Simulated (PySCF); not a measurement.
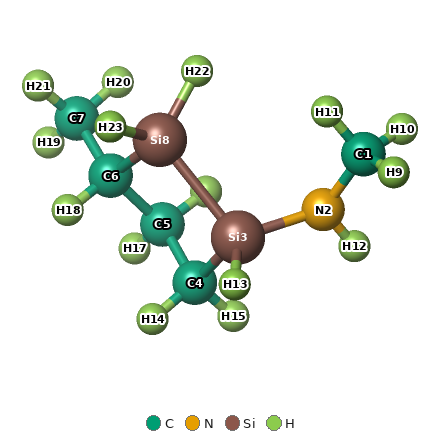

C₅H₁₅NSi₂, SMILES CN[Si@@H]1CC[C@H](C)[SiH2]1. Vertical core-electron binding energies by ΔSCF (SCAN, pcX-2 on the ionised atom, pcseg-1 elsewhere, spin-free X2C; PySCF 2.14.0, at a PBE0-D3(BJ)/def2-SVP geometry (no frequency check)), gas phase, against the vacuum level. One atom of each kind was ionised; within a panel, areas follow the number of like atoms and 2j + 1 (2p levels are split by first-order spin-orbit coupling, an approximation), each panel is scaled alone, Gaussians of 0.8 eV full width. Only the regions named are shown. Lines closer than the width merge in the curve.

> Predict the C 1s and Si 2p photoelectron lines.

```tsv
level	atoms	binding energy (eV)
C 1s	C1	291.4
C 1s	C7	290.3
C 1s	C5	290.3
C 1s	C6	289.8
C 1s	C4	289.7
Si 2p1/2	Si3	106.5
Si 2p1/2	Si8	106.3
Si 2p3/2	Si3	105.9
Si 2p3/2	Si8	105.7
```

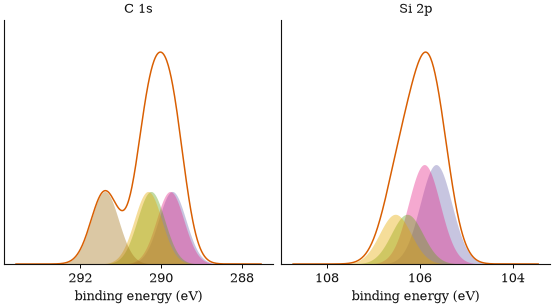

Caveats: one conformer of a flexible molecule.
